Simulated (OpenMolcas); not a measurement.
**BBr2Cl (dibromo(chloro)borane) at S12h/ANO-RCC-VTZP (DKH3)**

Aim: the energy change on altering one bond length of BBr2Cl (dibromo(chloro)borane) at S12h/ANO-RCC-VTZP (DKH3), from 2 runs. 

Program for the calculation: OpenMolcas 26.06.

### Step 1. Starting point

BBr2Cl has 4 atoms, charge 0, and is taken as a singlet. SMILES: `ClB(Br)Br`. The shape is that of a PBE0-D4/def2-TZVP optimisation.

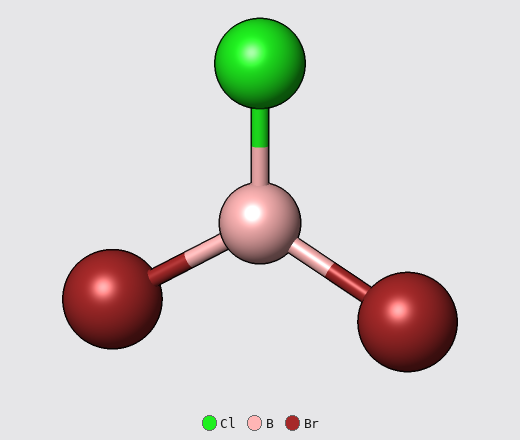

Viewed from a chosen angle; chlorine green, boron pink, bromine red.

### Step 2. A single-point energy at S12h/ANO-RCC-VTZP (DKH3)

The input, struct.xyz:

```xyz
4

Cl    -0.203300    -1.644940     0.633550
B     -0.004820    -0.039040     0.015030
Br     1.283490     1.123730     0.785650
Br    -1.075360     0.560270    -1.434250
```

The input, job.inp:

```
&gateway
 coord=struct.xyz
 basis=ANO-RCC-VTZP
 group=NoSym

&seward
 relativistic=R03O02
 expert

&scf
 ksdft=S12H
 prorbitals=0
```

Command:

```console
$ export MOLCAS_MEM=1860
$ pymolcas job.inp > job.log
```

Log:

```text
--- Start Module: gateway ---
[...]
--- Stop Module: gateway /rc=_RC_ALL_IS_WELL_ ---
--- Start Module: seward ---
[...]
 ###    WARNING:  EXPERT option is ON!                                       ###
 ###############################################################################
               SEWARD will generate:
[...]
      Basis functions          150
--- Stop Module: seward /rc=_RC_ALL_IS_WELL_ ---
[...]
--- Start Module: scf ---
[...]
       Convergence after  11 Iterations
[...]
::    Total KS-DFT energy                           -5699.3040557331
[...]
      Total spin, S                                     0.0000000000
[...]
      Total electronic charge=   92.000000
      Total            charge=   -0.000000
[...]
      Dipole Moment (debye):
      Origin of the operator (angstrom)=    0.0454    0.3677   -0.1416
                   X=  5.9873E-03               Y=  4.8377E-02               Z= -1.8630E-02           Total=  5.2185E-02
      Quadrupole Moment (debye*angstrom):
[...]
--- Stop Module: scf /rc=_RC_ALL_IS_WELL_ ---
[...]
```

Run time: 78 s. Hardware: 1 thread of Arm Neoverse V2, shared host; peak memory 0.99 GiB.

### Step 3. The distorted shape at the same level

The input, struct.xyz:

```xyz
4

Cl    -0.332107    -1.761195     0.556502
B     -0.133627    -0.155295    -0.062018
Br     1.283490     1.123730     0.785650
Br    -1.204167     0.444015    -1.511298
```

The input, job.inp:

```
* BBr2Cl Kohn-Sham DFT
&GATEWAY
COORD=struct.xyz
BASIS=ANO-RCC-VTZP
GROUP=NoSym
&SEWARD
RELATIVISTIC=R03O02
EXPERT
&SCF
KSDFT=S12H
PRORBITALS=0
```

Command:

```console
$ export MOLCAS_MEM=1860
$ pymolcas job.inp > job.log
```

Log:

```text
--- Start Module: gateway ---
[...]
--- Stop Module: gateway /rc=_RC_ALL_IS_WELL_ ---
--- Start Module: seward ---
[...]
 ###    WARNING:  EXPERT option is ON!                                       ###
 ###############################################################################
               SEWARD will generate:
[...]
      Basis functions          150
--- Stop Module: seward /rc=_RC_ALL_IS_WELL_ ---
[...]
--- Start Module: scf ---
[...]
       Convergence after  11 Iterations
[...]
::    Total KS-DFT energy                           -5699.2941328497
[...]
      Total spin, S                                     0.0000000000
[...]
      Total electronic charge=   92.000000
      Total            charge=   -0.000000
[...]
      Dipole Moment (debye):
      Origin of the operator (angstrom)=   -0.0335    0.2965   -0.1888
                   X= -6.2380E-01               Y= -4.7398E-01               Z= -4.1914E-01           Total=  8.8852E-01
      Quadrupole Moment (debye*angstrom):
[...]
--- Stop Module: scf /rc=_RC_ALL_IS_WELL_ ---
[...]
```

Wall time 78 s (1 thread of Arm Neoverse V2, shared host); peak memory 0.99 GiB.

### Step 4. Outcome

At S12h/ANO-RCC-VTZP (DKH3):

| quantity | value |
| --- | --- |
| first shape: total energy | -5699.30406 Eh |
| first shape: dipole moment | 0.05 D |
| first shape: HOMO energy | -8.43 eV |
| first shape: LUMO energy | -1.96 eV |
| first shape: HOMO–LUMO gap | 6.47 eV |
| distorted shape: total energy | -5699.29413 Eh |
| distorted shape: dipole moment | 0.89 D |
| distorted shape: HOMO energy | -8.42 eV |
| distorted shape: LUMO energy | -2.19 eV |
| distorted shape: HOMO–LUMO gap | 6.23 eV |
| energy change with the B2–Br3 bond stretched from 1.899 to 2.089 Å | 0.270 eV |

With the B2–Br3 bond stretched from 1.899 to 2.089 Å the energy rises by 0.27 eV (6.2 kcal/mol). The first shape isn't relaxed at this level, so the change isn't measured from a minimum. Mulliken charges (first shape) run from -0.03 on Br3 to +0.07 on B2; they depend strongly on the basis. Mulliken charges (distorted shape) run from -0.13 on Br3 to +0.12 on B2.
